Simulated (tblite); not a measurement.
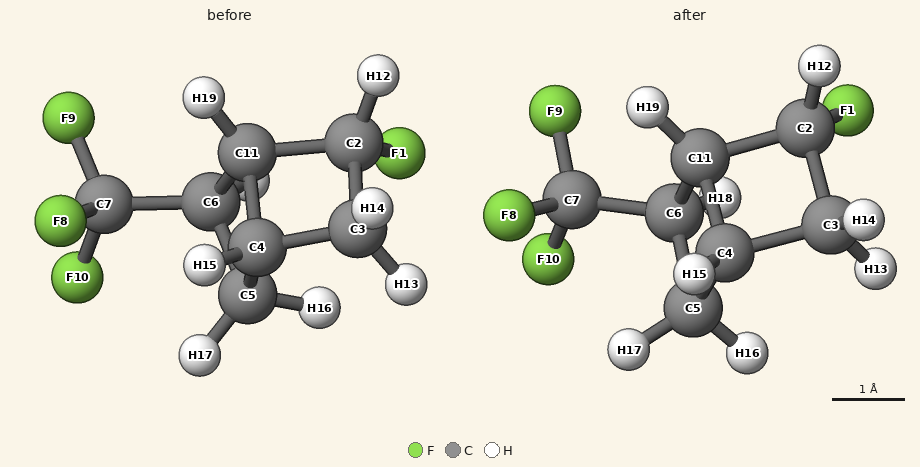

The structure of C₇H₈F₄ before (left) and after (right) a relaxation, at one scale.

The picture is a ball-and-stick view, seen at a tilt.

Method: GFN2-xTB geometry optimisation, gas phase in tblite 0.8.0. 

**What changed between the two?**

After 85 geometry steps the energy has fallen by 17.7 kcal/mol. The atom that moves furthest after the best rigid fit is H16 (0.81 Å). Largest moves by element: H 0.81 Å, F 0.62 Å, C 0.37 Å. Some distances before and after: C4–C11 1.491 → 1.545 Å, C3–C4 1.488 → 1.538 Å, C7–F10 1.393 → 1.343 Å, C6–C11 1.495 → 1.540 Å. Among the angles between lasting bonds that change: H16–C5–H17 115.9° → 109.1°, C6–C5–H16 108.4° → 115.1°, C4–C5–H16 109.2° → 115.6°.
